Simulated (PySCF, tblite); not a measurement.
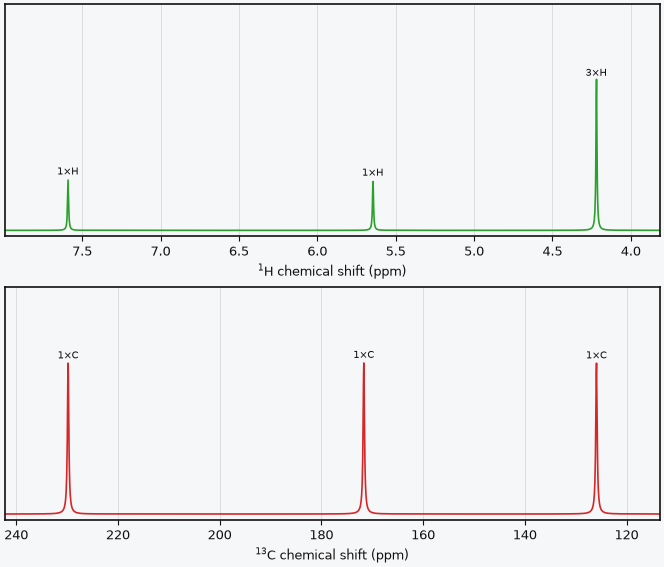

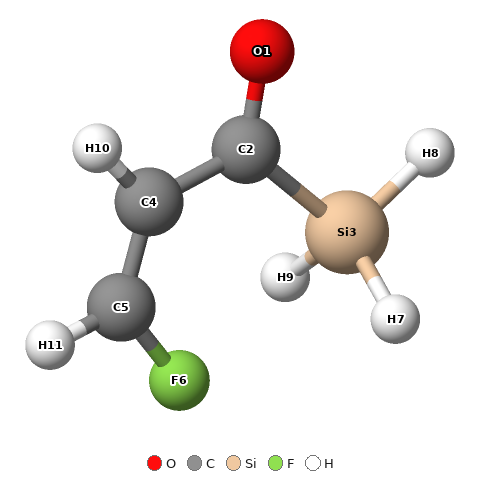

Spectrum and numbered structure of C₃H₅FOSi, SMILES O=C([SiH3])/C=C\F. GIAO shifts, PBE0/pcSseg-1 with PySCF 2.14.0, at a GFN2-xTB geometry (a minimum by its frequencies), against TMS for ¹H and TMS for ¹³C computed at the same level. Gas phase, fully decoupled, line heights follow the number of nuclei, widths are arbitrary (no quadrupolar broadening); values of one conformer, averaged over methyl-type rotors and exact or near symmetry; other conformers aren't averaged in.

### Which ¹H nuclei are the least shielded, and which the most?

Least shielded: H11 at 7.59 ppm. Most shielded: H7, H8 and H9 at 4.22 ppm.

### Assign the ¹³C signals to the numbered atoms.

| δ (ppm) | nuclei | atoms |
| --- | --- | --- |
| 229.8 | 1 | C2 |
| 171.7 | 1 | C5 |
| 125.9 | 1 | C4 |

Note: the tight-binding geometry is rougher than a DFT one and adds to the error.
